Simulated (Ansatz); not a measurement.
System: CH₂ClNSn.

Input file:

```
crystal:
  periodic: [false, false, false]
  atoms:
    - {symbol: N, position_ang: [1.805228, -1.621133, 1.077543]}
    - {symbol: C, position_ang: [1.044605, -0.885964, 0.621271]}
    - {symbol: Sn, position_ang: [-0.317688, 0.495020, -0.198820]}
    - {symbol: Cl, position_ang: [-1.933950, -0.791876, -1.235351]}
    - {symbol: H, position_ang: [0.487855, 1.396238, -1.382122]}
    - {symbol: H, position_ang: [-1.044049, 1.343716, 1.071380]}
basis:
  gaussian: {orbitals: def2-TZVPP}
hamiltonian: {xc: pbe0, dispersion: d4}
output: {orbitals: {seedname: orbitals}}
```

Run with:

```sh
ansatz run in.yaml --threads 2 --pin off --events-out ev --progress --plain --max-ram 32768MiB --backend cpu
```

Geometry: PBE0-D4/def2-TZVP; core potentials replace the inner electrons of Sn.

All numbers below come from Ansatz 0.2.0, RKS PBE0-D4/def2-TZVPP.

**What will maps of the electron density and electron localisation function show?**

C–N (1.15 Å): ρ at the midpoint is about 3.7 e/Å³; the ELF peaks at about 0.85 between the atoms: a multiple bond.
C–Sn (2.11 Å): the density is about 0.72 e/Å³ at the midpoint; the ELF peaks at about 0.95 in the valence shell of C, 0.7 Å from its nucleus, and drops to about 0.20 between the two atoms.
Sn–Cl (2.31 Å): ρ at the midpoint is about 0.64 e/Å³; the ELF peaks at about 0.80 in the valence shell of Cl, 0.8 Å from its nucleus, and drops to about 0.15 between the two atoms.

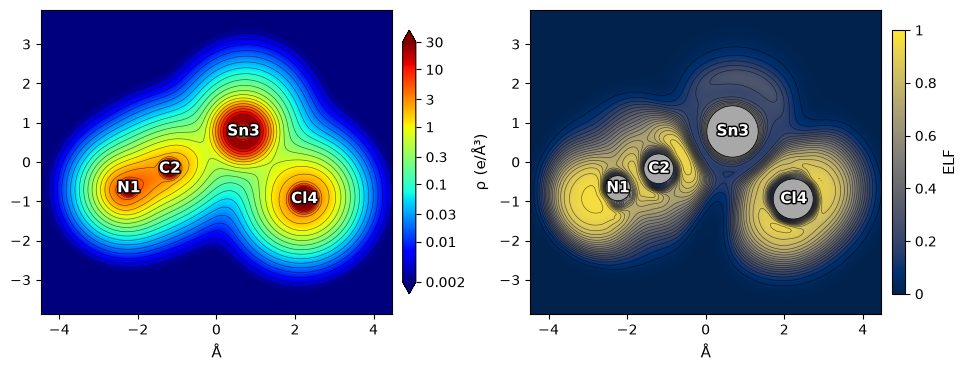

Computed electron density and electron localisation function on the plane of atoms C2, Sn3 and Cl4, in this order. Grey discs cover the atomic cores in the ELF map. 
